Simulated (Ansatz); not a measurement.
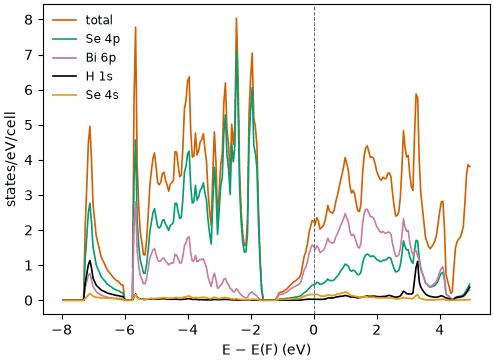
Fig. 1. Total and projected density of states of Bi2HSe3 in space group R3m (No. 160; Pearson symbol hR6), plane-wave PAW r²SCAN+D4 (Ansatz code)

Problem. Which orbitals carry the states next to the Fermi level?

Solution. Within 0.5 eV of the Fermi level: Bi 6p 68 %, Se 4p 21 %, Se 4s 7 %. Projections are on Löwdin-orthogonalised atomic valence shells; empty p or d shells of many metals are not among them.

Problem. Where is the tallest occupied peak in this window, and what makes it?

Solution. Near -2.4 eV, about 8.0 states/eV per cell; the largest projected share is Se 4p.

The start of the workflow was typed in or built on a structure type; neither database checked (COD, Materials Project) lists it. Whether it is the stable phase at ambient conditions was not checked. The r²SCAN+D4 relaxation kept the symmetry of its start; its stability against distortions is not shown here. With an odd number of electrons in the cell and no spin polarisation, the count alone makes it a metal. Scalar-relativistic: spin–orbit coupling is off unless named, which matters more the heavier the elements.

Potentials: the earlier of the program's two PAW sets.
